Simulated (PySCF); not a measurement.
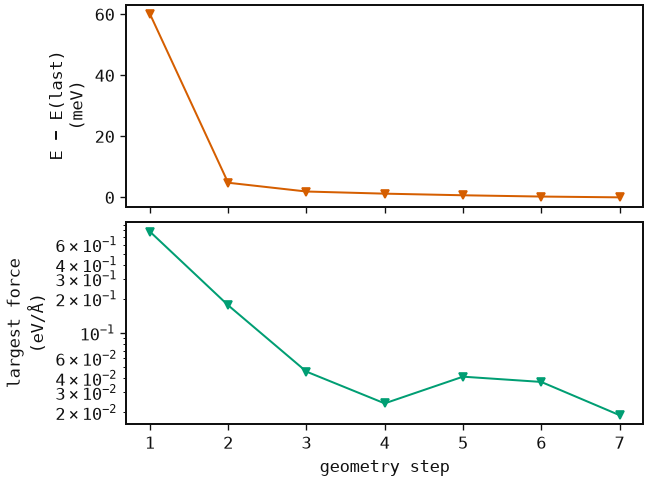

History of a geometry optimisation.

The run: s-BuOEt (SMILES CCO[C@H](C)CC), by PBE0-D3(BJ)/def2-SVP, geometry optimisation in PySCF.

**How did the optimisation end?**

The optimisation met its thresholds at geometry 7, counting the start as the first. The energy fell by about 60 meV from the first step to the last. The largest force goes from about 0.78 eV/Å at the start to 0.019 eV/Å at the end.

**By which step was nine tenths of the energy gained?**

By step 2 of 7.
